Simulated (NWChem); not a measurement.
# CH5FOSi (SMILES C[SiH](O)F) at 6 levels

Aim: a comparison of 6 runs (HF/def2-SVP, B3LYP/6-31G*, B3LYP/def2-SVP, PBE0/def2-SVP, SVWN5/def2-SVP, CCSD(T)/def2-SVP) of CH5FOSi. 

The calculation is run with NWChem 7.3.0.

## 1. The structure to begin with

CH5FOSi: 9 atoms, total charge 0, spin state singlet. SMILES: `C[SiH](O)F`. The shape is that of a PBE0-D4/def2-TZVP optimisation. This is one conformer, not always the lowest.

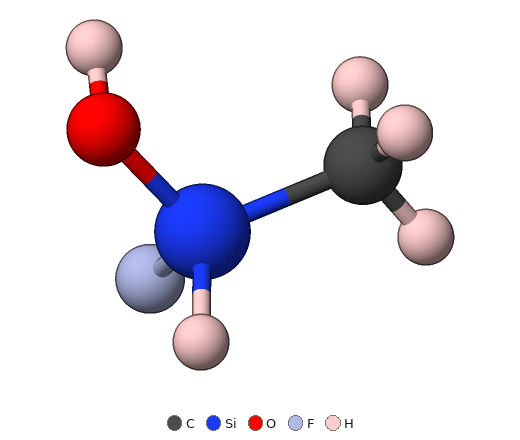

Viewed from a chosen angle; carbon dark grey, silicon blue, oxygen red, fluorine light blue, hydrogen pink.

## 2. Energy and gradient at HF/def2-SVP (run 1)

The input, run.py:

```python
from ase import Atoms
from ase.calculators.nwchem import NWChem

system = Atoms(['C', 'Si', 'O', 'F', 'H', 'H', 'H', 'H', 'H'], positions=[
    [-1.059200, 0.382700, 0.202100],
    [0.598700, -0.059400, -0.491700],
    [1.699800, -0.426000, 0.658800],
    [0.386100, -1.319200, -1.457200],
    [-1.759300, 0.624200, -0.601500],
    [-0.982100, 1.251700, 0.860100],
    [-1.484000, -0.445000, 0.776700],
    [1.214000, 1.018000, -1.292600],
    [1.474600, -1.073100, 1.328200],
])

calc = NWChem(
    label='input',
    theory='scf',
    memory='2200 mb',
    basis='def2-SVP',
    basispar='spherical bse',
    scf={'nopen': '0', 'rhf': None, 'thresh': '1e-08', 'maxiter': '80'},
)
system.calc = calc

forces = system.get_forces()
print("Total energy (eV):", round(system.get_potential_energy(), 6))
print("forces (eV/A):")
for s, f in zip(system.symbols, forces):
    print(f"{s:2s} {f[0]:10.5f} {f[1]:10.5f} {f[2]:10.5f}")
print("dipole (e A):", system.get_dipole_moment().round(4))
```

The run is started by

```
export ASE_NWCHEM_COMMAND="nwchem PREFIX.nwi > PREFIX.nwo"
python run.py
```

Log:

```text
Total energy (eV): -13711.151456
forces (eV/A):
C    -0.18898    0.04849    0.09215
Si    0.36484    0.66730   -0.19114
O    -0.22965   -0.71780    0.73595
F    -0.05152   -0.38387   -0.20672
H     0.00170   -0.00591    0.02191
H    -0.02335   -0.01424   -0.00149
H    -0.01023    0.01651   -0.00365
H    -0.14990   -0.12933    0.06202
H     0.28699    0.51885   -0.50903
dipole (e A): [-0.2981  0.0682  0.3829]
```

The calculator wrote input.nwi:

```
title "input"

permanent_dir input

scratch_dir input

start input

geometry units angstrom nocenter noautosym noautoz
  C  -1.0591999999999999e+00 3.8269999999999998e-01 2.0210000000000000e-01
  Si 5.9870000000000001e-01 -5.9400000000000001e-02 -4.9170000000000003e-01
  O  1.6998000000000000e+00 -4.2599999999999999e-01 6.5880000000000005e-01
  F  3.8610000000000000e-01 -1.3191999999999999e+00 -1.4572000000000001e+00
  H  -1.7593000000000001e+00 6.2419999999999998e-01 -6.0150000000000003e-01
  H  -9.8209999999999997e-01 1.2517000000000000e+00 8.6009999999999998e-01
  H  -1.4840000000000000e+00 -4.4500000000000001e-01 7.7669999999999995e-01
  H  1.2140000000000000e+00 1.0180000000000000e+00 -1.2926000000000000e+00
  H  1.4745999999999999e+00 -1.0730999999999999e+00 1.3282000000000000e+00
end

memory 2200 mb

basis spherical bse noprint
   * library def2-SVP
end

scf
  nopen 0
  rhf
  thresh 1e-08
  maxiter 80
end

task scf gradient
```

input.nwo:

```text
Northwest Computational Chemistry Package (NWChem) 7.3.0
             --------------------------------------------------------

           Job information
           ---------------

    nwchem branch   = 7.3.0
    use scalapack   = T
    input           = input.nwi
    prefix          = input.
    data base       = input/input.db
    status          = startup
    nproc           =        1

           Memory information
           ------------------

[... 5 lines left out ...]
    hardfail = no
[... 138 lines left out ...]
         Quadratically convergent ROHF
[... 14 lines left out ...]
       Final RHF  results
[... 4 lines left out ...]
      Two-electron energy =    375.633135852562
[... 40 lines left out ...]
                       ROHF Final Molecular Orbital Analysis
[... 224 lines left out ...]
                 ----------------------------------------
                 |  Time  |  1-e(secs)   |  2-e(secs)   |
                 ----------------------------------------
                 |  CPU   |       0.00   |       1.87   |
                 ----------------------------------------
                 |  WALL  |       0.00   |       1.87   |
                 ----------------------------------------

 Task  times  cpu:        7.0s     wall:        7.0s
 Total times  cpu:        7.0s     wall:        7.0s
```

It took 7.8 s on 1 thread of AMD EPYC 9R45 (Zen 5), shared host; peak memory 0.1 GiB.

## 3. Energy and forces at B3LYP/6-31G(d) (spherical functions) (run 2)

The input, job.xyz:

```xyz
9

C     -1.059200     0.382700     0.202100
Si     0.598700    -0.059400    -0.491700
O      1.699800    -0.426000     0.658800
F      0.386100    -1.319200    -1.457200
H     -1.759300     0.624200    -0.601500
H     -0.982100     1.251700     0.860100
H     -1.484000    -0.445000     0.776700
H      1.214000     1.018000    -1.292600
H      1.474600    -1.073100     1.328200
```

The input, job.nw:

```
start job
memory total 2200 mb

geometry units angstroms noautosym nocenter noautoz
  load job.xyz
end

basis spherical bse
  C library 6-31G*
  Si library 6-31G*
  O library 6-31G*
  F library 6-31G*
  H library 6-31G*
end

dft
  xc b3lyp
  grid xfine
  convergence energy 1e-08
  maxiter 100
  mulliken
end

task dft gradient
```

The run is started by

```
nwchem job.nw > job.out
```

Log:

```text
[...]
          Wavefunction type:  closed shell.
          No. of atoms     :     9
          No. of electrons :    42
[...]
          Charge           :     0
          Spin multiplicity:     1
[...]
          AO basis - number of functions:    70
[...]
              XC Information
              --------------
                         B3LYP Method XC Potential
                     Hartree-Fock (Exact) Exchange  0.200
                        Slater Exchange Functional  0.800 local
                    Becke 1988 Exchange Functional  0.720 non-local
              Lee-Yang-Parr Correlation Functional  0.810
                  VWN I RPA Correlation Functional  0.190 local
[...]
 d= 0,ls=0.0,diis     1   -505.7024246821 -6.89D+02  1.67D-02  7.46D-01     2.0
[...]
 d= 0,ls=0.0,diis    10   -505.7815684428 -1.28D-09  2.44D-07  7.29D-10    16.2
         Total DFT energy =     -505.781568442791
      One electron energy =    -1063.747310168249
           Coulomb energy =      422.100631241975
    Exchange-Corr. energy =      -47.465098999474
 Nuclear repulsion energy =      183.330209482958
[...]
      Total Density - Mulliken Population Analysis
     ---------------------------------------------
    Atom       Charge   Shell Charges
 -----------   ------   -------------------------------------------------------
    1 C    6     6.70   2.00  0.67  2.15  0.68  1.19  0.02
    2 Si  14    13.05   2.00  2.00  5.96  0.87  1.54  0.09  0.25  0.35
    3 O    8     8.70   2.00  0.90  2.96  0.93  1.90  0.02
    4 F    9     9.40   2.00  0.93  3.32  1.03  2.11  0.01
    5 H    1     0.82   0.52  0.30
    6 H    1     0.82   0.52  0.31
    7 H    1     0.83   0.52  0.31
    8 H    1     1.11   0.52  0.59
    9 H    1     0.57   0.47  0.10
[...]
  wavefunction    = closed shell
[...]
```

Wall time 22 s (1 thread of AMD EPYC 9R45 (Zen 5), shared host); peak memory 0.14 GiB.

Runs 3 to 4 aren't shown in full; the table further down has their settings and results.

## 4. Energy and forces at SVWN5/def2-SVP (run 5)

The input, ch5fosi.xyz:

```xyz
9
CH5FOSi SVWN5
C     -1.059200     0.382700     0.202100
Si     0.598700    -0.059400    -0.491700
O      1.699800    -0.426000     0.658800
F      0.386100    -1.319200    -1.457200
H     -1.759300     0.624200    -0.601500
H     -0.982100     1.251700     0.860100
H     -1.484000    -0.445000     0.776700
H      1.214000     1.018000    -1.292600
H      1.474600    -1.073100     1.328200
```

The input, ch5fosi.nw:

```
start ch5fosi
title "CH5FOSi SVWN5"
memory 2200 mb
charge 0

geometry units angstroms noautosym nocenter noautoz
   load ch5fosi.xyz
end

basis spherical bse
   * library def2-SVP
end

dft
   xc slater vwn_5
   grid xfine
   convergence energy 1e-08
   iterations 100
   mulliken
end

task dft gradient
```

The run is started by

```
nwchem ch5fosi.nw > ch5fosi.out
```

Log:

```text
[...]
          Wavefunction type:  closed shell.
          No. of atoms     :     9
          No. of electrons :    42
[...]
          Charge           :     0
          Spin multiplicity:     1
[...]
          AO basis - number of functions:    85
[...]
              XC Information
              --------------
                        Slater Exchange Functional  1.000 local
                      VWN V Correlation Functional  1.000 local
[...]
 d= 0,ls=0.0,diis     1   -502.7105440300 -6.86D+02  2.18D-02  1.20D+00     1.1
[...]
 d= 0,ls=0.0,diis    11   -502.8077282058 -2.31D-09  2.09D-07  5.79D-10     8.0
         Total DFT energy =     -502.807728205821
      One electron energy =    -1063.118325012460
           Coulomb energy =      421.555373635961
    Exchange-Corr. energy =      -44.574986312280
 Nuclear repulsion energy =      183.330209482958
[...]
  wavefunction    = closed shell
                         DFT ENERGY GRADIENTS
    atom               coordinates                        gradient
                 x          y          z           x          y          z
   1 C      -2.001598   0.723198   0.381914   -0.011333   0.003252   0.004210
   2 Si      1.131379  -0.112250  -0.929178    0.006755  -0.010936  -0.006000
   3 O       3.212156  -0.805023   1.244951   -0.009778  -0.007777   0.004000
   4 F       0.729623  -2.492927  -2.753709    0.002511   0.013206   0.009415
   5 H      -3.324595   1.179567  -1.136670    0.007369  -0.002480   0.008645
   6 H      -1.855900   2.365370   1.625353   -0.000882  -0.009205  -0.006909
   7 H      -2.804353  -0.840928   1.467750    0.004437   0.008844  -0.005897
   8 H       2.294127   1.923741  -2.442660   -0.002703  -0.005043   0.003288
   9 H       2.786590  -2.027865   2.509934    0.003623   0.010141  -0.010752
[...]
```

Run time: 11 s. Hardware: 1 thread of AMD EPYC 9R45 (Zen 5), shared host; peak memory 0.14 GiB.

## 5. The energy at CCSD(T)/def2-SVP (run 6)

The input, ch5fosi.nw:

```
start ch5fosi
memory total 2200 mb

geometry units angstrom noautosym nocenter noautoz
  C       -1.059200       0.382700       0.202100
  Si       0.598700      -0.059400      -0.491700
  O        1.699800      -0.426000       0.658800
  F        0.386100      -1.319200      -1.457200
  H       -1.759300       0.624200      -0.601500
  H       -0.982100       1.251700       0.860100
  H       -1.484000      -0.445000       0.776700
  H        1.214000       1.018000      -1.292600
  H        1.474600      -1.073100       1.328200
end

basis spherical bse
  * library def2-SVP
end

scf
  thresh 1e-08
  maxiter 80
  noprint "final vectors analysis"
end

ccsd
  freeze core 8
  maxiter 60
end

task ccsd(t) energy
```

The run is started by

```
nwchem ch5fosi.nw > ch5fosi.out
```

Log:

```text
[...]
  functions       =    85
[...]
  wavefunction    = RHF
[...]
         Total SCF energy =   -503.875526363325
      One-electron energy =  -1062.838871698800
      Two-electron energy =    375.633135852517
 Nuclear repulsion energy =    183.330209482958
        Time for solution =      4.9s
[...]
 Total MP2 energy:           -504.489121749098388
[...]
             energy      energy      error      ampl     ampl      Block
                                                time     time      time
[...]
 Total CCSD energy:           -504.523072838594885
[...]
 Total CCSD+T(CCSD) energy:           -504.536889485132349
[...]
 Total CCSD(T) energy:                -504.535894262016200
[...]
```

Wall time 57 s (1 thread of AMD EPYC 9R45 (Zen 5), shared host); peak memory 0.26 GiB.

## 6. All runs side by side

| run | level | iteration cap | module | energy (Eh) | dipole moment (D) of the reference | HOMO energy (eV) | LUMO energy (eV) | wall time |
| --- | --- | --- | --- | --- | --- | --- | --- | --- |
| 1 | HF/def2-SVP | 80 | scf | -503.875526 | 2.35 | -12.45 | 4.34 | 7.8 s |
| 2 | B3LYP/6-31G* (spherical functions) | 100 | dft | -505.781568 | 2.22 | -8.41 | 1.22 | 22 s |
| 3 | B3LYP/def2-SVP | 100 | dft | -505.550813 | 2.19 | -8.50 | 0.97 | 23 s |
| 4 | PBE0/def2-SVP | 100 | dft | -505.182440 | 2.23 | -8.77 | 1.35 | 21 s |
| 5 | SVWN5/def2-SVP | 100 | dft | -502.807728 | 2.24 | -7.29 | 0.29 | 11 s |
| 6 | CCSD(T)/def2-SVP | 80 | ccsd(t) | -504.535894 | – | – | – | 57 s |

## 7. What came out

| quantity | value |
| --- | --- |
| run 6: total energy | -504.53589 Eh |
| run 6: correlation energy (8 core orbitals frozen) | -660.4 mEh |
| run 6: (T) correction | -12.82 mEh |

In words: Over runs 1, 2, 3, 4, 5 the dipole moment (its size) runs from 2.19 D (B3LYP/def2-SVP) to 2.35 D (HF/def2-SVP). Over runs 1, 2, 3, 4, 5 the HOMO–LUMO gap runs from 7.58 eV (SVWN5/def2-SVP) to 16.79 eV (HF/def2-SVP). Exact exchange widens orbital gaps. Totals of different functionals can't be ranked against each other. All runs together took 2.4 min, the longest 57 s.
